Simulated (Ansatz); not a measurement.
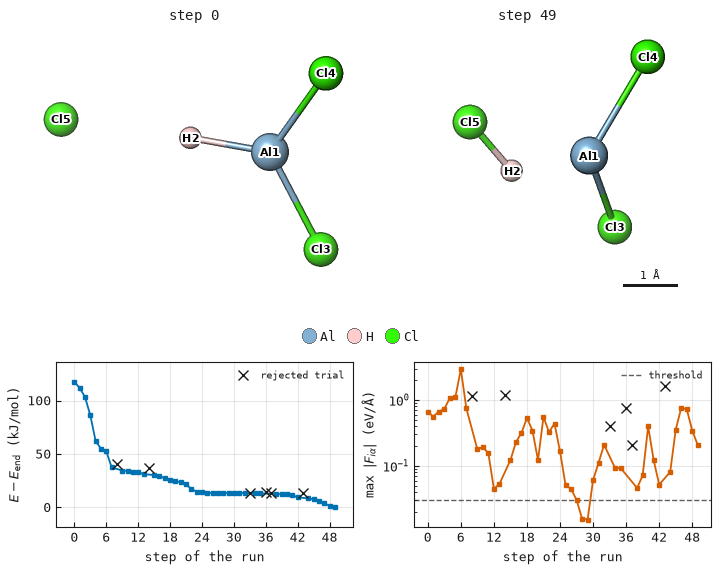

First and last geometry of a relaxation of AlHCl₃ (multiplicity 2), with the history of the run. The picture is a ball-and-stick view, seen at a tilt.

The run prepares an end point of a later path (reaction) calculation, from a guessed geometry.

Computed with Ansatz, UKS PBE-D4/def2-SVP. (collinear spin; force threshold 0.03 eV/Å; at most 50 steps)

### Did the run converge, and what did it change?

The relaxation stopped without meeting its thresholds, so the last structure isn't shown to be converged. It used up its limit of 50 steps. The energy falls by 117.5 kJ/mol in 43 accepted moves (49 points after the start). Largest force component: 0.66 eV/Å at the start, 0.21 eV/Å at the end. The line search rejected the trial steps at points 8, 14, 33, 36, 37, 43 of the run. The forces were under the threshold at step 28, but the run went on from there. The largest move after the best rigid fit is that of Cl5, 1.53 Å. By element the largest moves are Cl 1.53 Å, H 1.05 Å, Al 0.86 Å. Among the contacts that change: Al1–Cl5 4.128 → 2.751 Å, H2–Cl5 2.560 → 1.330 Å, Al1–H2 1.570 → 2.567 Å, Al1–Cl3 2.101 → 2.179 Å. New bonds form, among them: H2–Cl5 (2.56 → 1.33 Å). Bonds break, among them: Al1–H2 (1.57 → 2.57 Å). Among the angles between lasting bonds that change: Cl3–Al1–Cl4 119.7° → 115.8°. The run took 98 s on 2 threads of Arm Neoverse V1, on a shared host, peak memory 0.16 GiB.

Limits of the set-up: the start holds two separate molecules, 2.6 Å apart at their closest, whose relative position is a soft coordinate.
